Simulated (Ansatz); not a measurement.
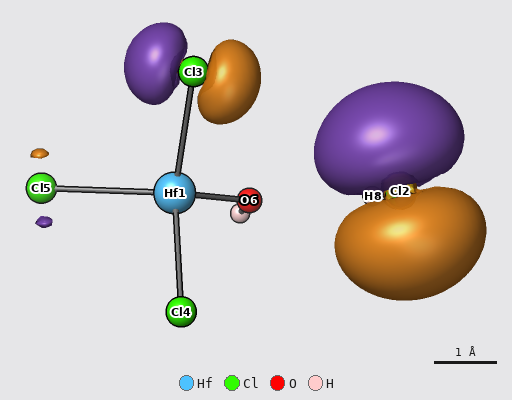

Figure. Cl₃HHfO···HCl. One frontier orbital at ±0.1 Å⁻³ᐟ² (orange and purple are the two phases), seen from one side.

Core potentials replace the inner electrons of Hf; not at a stationary point (largest force 1.5 eV/Å).

Method: Ansatz 0.2.0, RKS PBE-D4/def2-SVP.

```xyz
8

Hf   -0.5203   -0.1582   -0.5214
Cl   -0.1595    1.1295    2.9463
Cl    1.6655   -0.8098    0.0356
Cl   -0.7045    2.1247   -1.0370
Cl   -1.0888   -1.3142   -2.4741
O    -1.8840   -0.7264    0.8569
H    -2.7424   -1.1798    0.7976
H    -1.1794    0.3045    2.6736
```

Which orbital is it: HOMO or LUMO?

Answer. The HOMO, at −7.67 eV. Its weight (Hirshfeld) is mainly on Cl2 (about 85 %) and Cl3 (about 5 %); largely a lone pair of Cl2.
